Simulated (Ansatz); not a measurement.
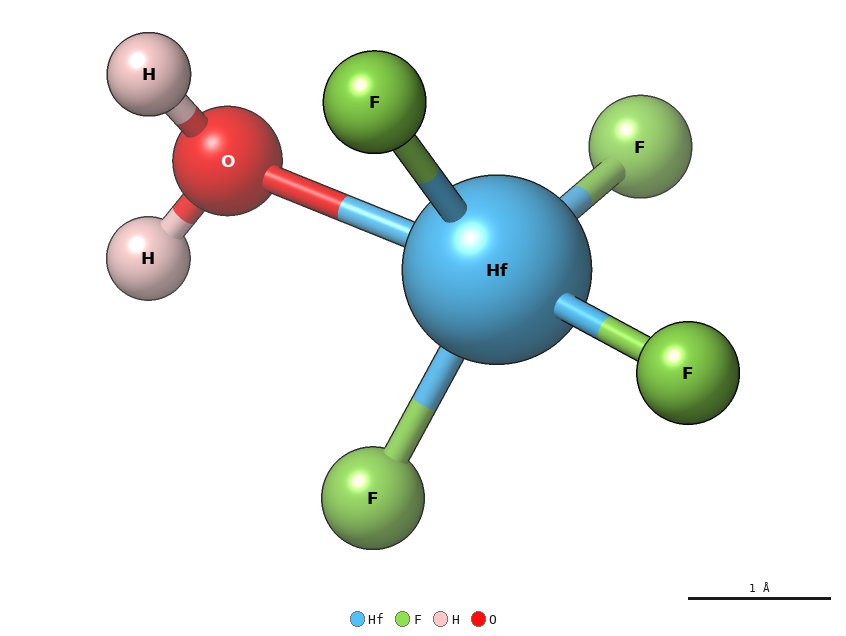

Atoms fade into the background with distance from the viewer. Charge 0, singlet. Computed geometry: PBE0-D4/def2-TZVP optimisation. Masses are those of the most abundant isotopes; constants are for the rigid equilibrium geometry.

What kind of rotor is it, and what are its rotational constants in cm⁻¹?

Answer. An asymmetric top (Cs): A = 0.0825, B = 0.0612, C = 0.0591 cm⁻¹. Ray's parameter κ is −0.82, nearer the prolate limit.
